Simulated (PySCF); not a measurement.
# One shape, several levels: BSiH5 (SMILES B[SiH3])

We compute a comparison of 6 runs (M06-2X/STO-3G, SVWN5/STO-3G, r2SCAN/STO-3G, wB97X-V/STO-3G, UMP2/STO-3G, CCSDTQ/STO-3G) of BSiH5. The job is set up through a Python script.

The calculation is run with PySCF 2.14.0.

1 further run of the same task is left out (set aside as unsound or not needed).

## 1. The molecule

BSiH5: 7 atoms, total charge 0, spin state singlet. As SMILES, `B[SiH3]`. The B1–Si2 distance was set to 2.412 Å, away from the relaxed value.

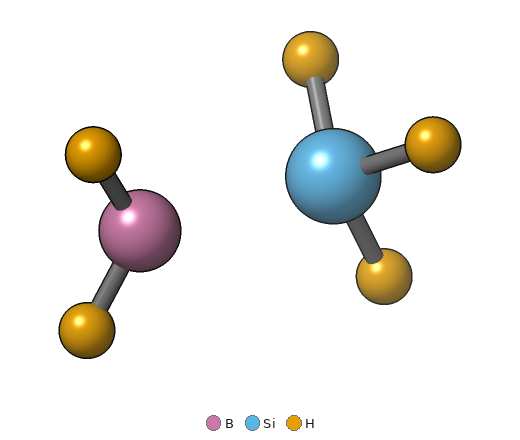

Viewed from a chosen angle; boron pink, silicon blue, hydrogen amber.

## 2. The energy at M06-2X/STO-3G (run 1)

The input, run.py:

```python
from pyscf import gto, dft

molecule = gto.M(
    atom='''
B       -0.069659      -1.583840       0.274857
Si       0.089100       0.785300      -0.148500
H       -1.152459      -2.085440       0.360657
H        0.879941      -2.297340       0.405957
H       -0.616000       1.093400      -1.427200
H       -0.623600       1.516700       0.939600
H        1.474500       1.318800      -0.239500
''',
    basis='sto-3g',
    verbose=3,
    spin=0,
    max_memory=1860,
)

mf = dft.RKS(molecule)
mf.xc = 'm06-2x'
mf.conv_tol = 1e-10
mf.grids.level = 5
mf.kernel()
if not mf.converged:
    mf = mf.newton().run(mf.mo_coeff, mf.mo_occ)

e_tot = mf.e_tot
print('E = %.10f Eh' % e_tot)
```

The run is started by

```
OMP_NUM_THREADS=1 python run.py
```

Log:

```text
converged SCF energy = -313.580298399489
E = -313.5802983995 Eh
```

Wall time 1.9 s (1 thread of AMD EPYC 9R45 (Zen 5), shared host); peak memory 0.21 GiB.

## 3. A single-point energy at SVWN5/STO-3G (run 2)

The input, calc.py:

```python
from pyscf import gto, dft

mol = gto.M(
    atom='''
B     -0.131636    -2.993024     0.519404
Si     0.168375     1.484002    -0.280624
H     -2.177832    -3.940910     0.681543
H      1.662847    -4.341343     0.767148
H     -1.164071     2.066227    -2.697017
H     -1.178433     2.866148     1.775587
H      2.786401     2.492171    -0.452589
''',
    unit='bohr',
    spin=0,
    verbose=4,
    charge=0,
    basis='sto-3g',
    max_memory=1860,
)

ks = dft.RKS(mol, xc='svwn')
ks.conv_tol = 1e-10
ks.grids.level = 5
ks.kernel()
if not ks.converged:
    ks = ks.newton().run(ks.mo_coeff, ks.mo_occ)

e_tot = ks.e_tot
print('Final energy', e_tot)
```

The run is started by

```
OMP_NUM_THREADS=1 python calc.py
```

Log:

```text
PySCF version 2.14.0

[INPUT] num. atoms = 7
[INPUT] num. electrons = 24
[INPUT] charge = 0
[INPUT] spin (= nelec alpha-beta = 2S) = 0
[INPUT] symmetry False subgroup None
[INPUT] Mole.unit = bohr
[INPUT] Symbol           X                Y                Z      unit          X                Y                Z       unit  Magmom
[INPUT]  1 B     -0.069658771337  -1.583840092537   0.274856760061 AA   -0.131636000000  -2.993024000000   0.519404000000 Bohr   0.0
[INPUT]  2 Si     0.089100212889   0.785300039360  -0.148499825637 AA    0.168375000000   1.484002000000  -0.280624000000 Bohr   0.0
[INPUT]  3 H     -1.152459063612  -2.085439762287   0.360657023862 AA   -2.177832000000  -3.940910000000   0.681543000000 Bohr   0.0
[INPUT]  4 H      0.879940737647  -2.297339780387   0.405957239003 AA    1.662847000000  -4.341343000000   0.767148000000 Bohr   0.0
[INPUT]  5 H     -0.615999845093   1.093400240988  -1.427199933864 AA   -1.164071000000   2.066227000000  -2.697017000000 Bohr   0.0
[INPUT]  6 H     -0.623599888196   1.516700204724   0.939600176406 AA   -1.178433000000   2.866148000000   1.775587000000 Bohr   0.0
[INPUT]  7 H      1.474499909685   1.318800098916  -0.239499784713 AA    2.786401000000   2.492171000000  -0.452589000000 Bohr   0.0

nuclear repulsion = 43.4882560512961
number of shells = 13
number of NR pGTOs = 57
number of NR cGTOs = 19
basis = sto-3g
ecp = {}

******** <class 'pyscf.dft.rks.RKS'> ********
method = RKS
initial guess = minao
damping factor = 0
level_shift factor = 0
DIIS = <class 'pyscf.scf.diis.CDIIS'>
diis_start_cycle = 1
diis_space = 8
diis_damp = 0
SCF conv_tol = 1e-10
SCF conv_tol_grad = None
SCF max_cycles = 50
direct_scf = True
direct_scf_tol = 1e-13
XC library pyscf.dft.libxc version 7.0.0
    S. Lehtola, C. Steigemann, M. J.T. Oliveira, and M. A.L. Marques.,  SoftwareX 7, 1–5 (2018)
XC functionals = svwn
    P. A. M. Dirac.,  Math. Proc. Cambridge Philos. Soc. 26, 376 (1930)
    F. Bloch.,  Z. Phys. 57, 545 (1929)
    S. H. Vosko, L. Wilk, and M. Nusair.,  Can. J. Phys. 58, 1200 (1980)
radial grids:
    Treutler-Ahlrichs [JCP 102, 346 (1995); DOI:10.1063/1.469408] (M4) radial grids

becke partition: Becke, JCP 88, 2547 (1988); DOI:10.1063/1.454033
pruning grids: <function nwchem_prune>
grids dens level: 5
symmetrized grids: False
atomic radii adjust function: <function treutler_atomic_radii_adjust>
small_rho_cutoff = 0
Set gradient conv threshold to 1e-05
Initial guess from minao.
tot grids = 204416
init E= -311.499360323449
  HOMO = -0.240022999611293  LUMO = -0.0772016225577575  gap/eV = 4.43060
cycle= 1 E= -312.034843359432  delta_E= -0.535  |g|= 0.0815  |ddm|= 2.68
  HOMO = -0.167703815698653  LUMO = -0.0247176435966108  gap/eV = 3.89085
cycle= 2 E= -312.03528892216  delta_E= -0.000446  |g|= 0.0635  |ddm|= 0.228
  HOMO = -0.156495568900939  LUMO = -0.0140815204305338  gap/eV = 3.87528
cycle= 3 E= -312.036903555566  delta_E= -0.00161  |g|= 0.00656  |ddm|= 0.119
  HOMO = -0.157449205832943  LUMO = -0.0139522098138675  gap/eV = 3.90475
cycle= 4 E= -312.036918947741  delta_E= -1.54e-05  |g|= 0.00296  |ddm|= 0.0151
  HOMO = -0.157643081103946  LUMO = -0.0145826139869416  gap/eV = 3.89287
cycle= 5 E= -312.036923274973  delta_E= -4.33e-06  |g|= 7.55e-05  |ddm|= 0.0058
  HOMO = -0.157626991915248  LUMO = -0.0145748923358708  gap/eV = 3.89265
cycle= 6 E= -312.036923277946  delta_E= -2.97e-09  |g|= 1.01e-05  |ddm|= 0.000165
  HOMO = -0.157627414453726  LUMO = -0.0145742426792516  gap/eV = 3.89268
cycle= 7 E= -312.036923278002  delta_E= -5.58e-11  |g|= 1.98e-06  |ddm|= 2.78e-05
  HOMO = -0.157627639145908  LUMO = -0.0145749544966592  gap/eV = 3.89266
Extra cycle  E= -312.036923278002  delta_E= 1.14e-13  |g|= 2.16e-06  |ddm|= 9.37e-06
converged SCF energy = -312.036923278002
Final energy -312.03692327800167
```

Run time: 1 s. Hardware: 1 thread of AMD EPYC 9R45 (Zen 5), shared host; peak memory 0.15 GiB.

Run 3 isn't shown in full; the table further down has it.

## 4. A single-point energy at wB97X-V/STO-3G (run 4)

Edit calc.py of step 3 so:

```diff
@@ -2,3 +2,3 @@
 
-mol = gto.M(
+system = gto.M(
     atom='''
@@ -13,12 +13,12 @@
     unit='bohr',
-    spin=0,
     verbose=4,
+    max_memory=1860,
     charge=0,
     basis='sto-3g',
-    max_memory=1860,
 )
 
-ks = dft.RKS(mol, xc='svwn')
+ks = dft.RKS(system, xc='wb97x-v')
 ks.conv_tol = 1e-10
 ks.grids.level = 5
+ks.nlcgrids.level = 1
 ks.kernel()
@@ -27,3 +27,3 @@
 
-e_tot = ks.e_tot
-print('Final energy', e_tot)
+energy = ks.e_tot
+print(f'total energy: {energy:.8f} hartree')
```

The run is started by

```
OMP_NUM_THREADS=1 python calc.py
```

Log:

```text
PySCF version 2.14.0

[INPUT] num. atoms = 7
[INPUT] num. electrons = 24
[INPUT] charge = 0
[INPUT] spin (= nelec alpha-beta = 2S) = 0
[INPUT] symmetry False subgroup None
[INPUT] Mole.unit = bohr
[INPUT] Symbol           X                Y                Z      unit          X                Y                Z       unit  Magmom
[INPUT]  1 B     -0.069658771337  -1.583840092537   0.274856760061 AA   -0.131636000000  -2.993024000000   0.519404000000 Bohr   0.0
[INPUT]  2 Si     0.089100212889   0.785300039360  -0.148499825637 AA    0.168375000000   1.484002000000  -0.280624000000 Bohr   0.0
[INPUT]  3 H     -1.152459063612  -2.085439762287   0.360657023862 AA   -2.177832000000  -3.940910000000   0.681543000000 Bohr   0.0
[INPUT]  4 H      0.879940737647  -2.297339780387   0.405957239003 AA    1.662847000000  -4.341343000000   0.767148000000 Bohr   0.0
[INPUT]  5 H     -0.615999845093   1.093400240988  -1.427199933864 AA   -1.164071000000   2.066227000000  -2.697017000000 Bohr   0.0
[INPUT]  6 H     -0.623599888196   1.516700204724   0.939600176406 AA   -1.178433000000   2.866148000000   1.775587000000 Bohr   0.0
[INPUT]  7 H      1.474499909685   1.318800098916  -0.239499784713 AA    2.786401000000   2.492171000000  -0.452589000000 Bohr   0.0

nuclear repulsion = 43.4882560512961
number of shells = 13
number of NR pGTOs = 57
number of NR cGTOs = 19
basis = sto-3g
ecp = {}

******** <class 'pyscf.dft.rks.RKS'> ********
method = RKS
initial guess = minao
damping factor = 0
level_shift factor = 0
DIIS = <class 'pyscf.scf.diis.CDIIS'>
diis_start_cycle = 1
diis_space = 8
diis_damp = 0
SCF conv_tol = 1e-10
SCF conv_tol_grad = None
SCF max_cycles = 50
direct_scf = True
direct_scf_tol = 1e-13
XC library pyscf.dft.libxc version 7.0.0
    S. Lehtola, C. Steigemann, M. J.T. Oliveira, and M. A.L. Marques.,  SoftwareX 7, 1–5 (2018)
XC functionals = wb97x-v
    N. Mardirossian and M. Head-Gordon.,  Phys. Chem. Chem. Phys. 16, 9904-9924 (2014)
radial grids:
    Treutler-Ahlrichs [JCP 102, 346 (1995); DOI:10.1063/1.469408] (M4) radial grids

becke partition: Becke, JCP 88, 2547 (1988); DOI:10.1063/1.454033
pruning grids: <function nwchem_prune>
grids dens level: 5
symmetrized grids: False
atomic radii adjust function: <function treutler_atomic_radii_adjust>
** Following is NLC and NLC Grids **
NLC functional = wb97x-v
radial grids:
    Treutler-Ahlrichs [JCP 102, 346 (1995); DOI:10.1063/1.469408] (M4) radial grids

becke partition: Becke, JCP 88, 2547 (1988); DOI:10.1063/1.454033
pruning grids: <function nwchem_prune>
grids dens level: 1
symmetrized grids: False
atomic radii adjust function: <function treutler_atomic_radii_adjust>
small_rho_cutoff = 0
Set gradient conv threshold to 1e-05
[... 1 set-up line as earlier in the session ...]
tot grids = 204416
tot grids = 23952
init E= -312.846362395265
  HOMO = -0.225024690908282  LUMO = 0.0322785197937048  gap/eV = 7.00158
cycle= 1 E= -313.516263956791  delta_E= -0.67  |g|= 0.151  |ddm|= 2.57
  HOMO = -0.305066366242083  LUMO = 0.105865116385039  gap/eV = 11.18202
cycle= 2 E= -313.52941652099  delta_E= -0.0132  |g|= 0.0444  |ddm|= 0.359
  HOMO = -0.286949396428028  LUMO = 0.148583153885247  gap/eV = 11.85144
cycle= 3 E= -313.530423982098  delta_E= -0.00101  |g|= 0.0124  |ddm|= 0.0909
  HOMO = -0.290089220934957  LUMO = 0.143711178582321  gap/eV = 11.80431
cycle= 4 E= -313.530520621766  delta_E= -9.66e-05  |g|= 0.00201  |ddm|= 0.0318
  HOMO = -0.290630255575113  LUMO = 0.143836182080903  gap/eV = 11.82243
cycle= 5 E= -313.53052224094  delta_E= -1.62e-06  |g|= 0.000155  |ddm|= 0.00356
  HOMO = -0.290612098839337  LUMO = 0.143762346174788  gap/eV = 11.81993
cycle= 6 E= -313.530522258636  delta_E= -1.77e-08  |g|= 2.54e-05  |ddm|= 0.000333
  HOMO = -0.29061127237837  LUMO = 0.143769309416376  gap/eV = 11.82010
cycle= 7 E= -313.530522259402  delta_E= -7.66e-10  |g|= 2.88e-06  |ddm|= 7.87e-05
  HOMO = -0.290611316879581  LUMO = 0.143770053830339  gap/eV = 11.82012
cycle= 8 E= -313.530522259411  delta_E= -8.87e-12  |g|= 2.32e-07  |ddm|= 8.78e-06
  HOMO = -0.29061132573151  LUMO = 0.143770008601156  gap/eV = 11.82012
Extra cycle  E= -313.530522259411  delta_E= -1.71e-13  |g|= 6.9e-08  |ddm|= 5.21e-07
converged SCF energy = -313.530522259411
total energy: -313.53052226 hartree
```

It took 15 s on 1 thread of AMD EPYC 9R45 (Zen 5), shared host; peak memory 0.2 GiB.

Run 5 isn't shown in full; the table further down has it.

## 5. A single-point energy at CCSDTQ/STO-3G (run 6)

The input, geometry.xyz:

```xyz
7

B     -0.069659    -1.583840     0.274857
Si     0.089100     0.785300    -0.148500
H     -1.152459    -2.085440     0.360657
H      0.879941    -2.297340     0.405957
H     -0.616000     1.093400    -1.427200
H     -0.623600     1.516700     0.939600
H      1.474500     1.318800    -0.239500
```

The input, calc.py:

```python
from pyscf import gto, scf, cc

mol = gto.Mole()
mol.atom = 'geometry.xyz'
mol.spin = 0
mol.basis = 'sto-3g'
mol.max_memory = 1860
mol.verbose = 3
mol.build()

mf = scf.RHF(mol)
mf.conv_tol = 1e-10
mf.kernel()
if not mf.converged:
    mf = mf.newton().run(mf.mo_coeff, mf.mo_occ)

mycc = cc.CCSDTQ(mf, frozen=6)
mycc.kernel()
etot = mycc.e_tot
print('Final energy', etot)
```

The run is started by

```
OMP_NUM_THREADS=1 python calc.py
```

Log:

```text
converged SCF energy = -312.78827583804
_make_eris_incore_RCCSDTQ

WARN: A large `blksize` is being used, which may cause large memory consumption
      for storing contraction intermediates. If memory is sufficient, consider using
      `pyscf.cc.rccsdtq_highm.RCCSDTQ` instead.

RCCSDTQ converged
E(RCCSDTQ) = -312.9103745494778   E_corr = -0.1220987114378841
E_corr(same-spin) = -0.0025683004609691
E_corr(oppo-spin) = -0.119530410976915
Final energy -312.91037454947775
```

Run time: 14 s. Hardware: 1 thread of AMD EPYC 9R45 (Zen 5), shared host; peak memory 0.17 GiB.

## 6. The series

```csv
run,level,nlc grid,integration grid,energy (Eh),dipole moment (D) of the reference,HOMO energy (eV),LUMO energy (eV),wall time
1,M06-2X/STO-3G,–,5,-313.580298,0.28,-6.61,2.41,1.9 s
2,SVWN5/STO-3G,–,5,-312.036923,0.12,-4.29,-0.40,1 s
3,r2SCAN/STO-3G,–,5,-313.534718,0.18,-4.72,0.39,2 s
4,wB97X-V/STO-3G,1,5,-313.530522,0.24,-7.91,3.91,15 s
5,UMP2/STO-3G,–,–,-312.870359,0.30,-8.04,6.66,0.42 s
6,CCSDTQ/STO-3G,–,–,-312.910375,0.30,-8.04,6.66,14 s
```

## 7. Results

```
                                          quantity          value
                               run 6: total energy  -312.91037 Eh
       run 6: dipole moment (Hartree–Fock density)         0.30 D
        run 6: HOMO energy (Hartree–Fock orbitals)       -8.04 eV
        run 6: LUMO energy (Hartree–Fock orbitals)        6.66 eV
      run 6: HOMO–LUMO gap (Hartree–Fock orbitals)       14.69 eV
run 6: correlation energy (6 core orbitals frozen)     -122.1 mEh
                              run 6: T1 diagnostic          0.004
```

In words: Over runs 1, 2, 3, 4 the dipole moment (its size) runs from 0.12 D (SVWN5/STO-3G) to 0.28 D (M06-2X/STO-3G). Over runs 1, 2, 3, 4 the HOMO–LUMO gap runs from 3.89 eV (SVWN5/STO-3G) to 11.82 eV (wB97X-V/STO-3G). Totals of different functionals can't be ranked against each other. In runs 1, 2, 3, 4, 5, 6 the basis is minimal, so the values are rough. All runs together took 34 s, the longest 15 s.
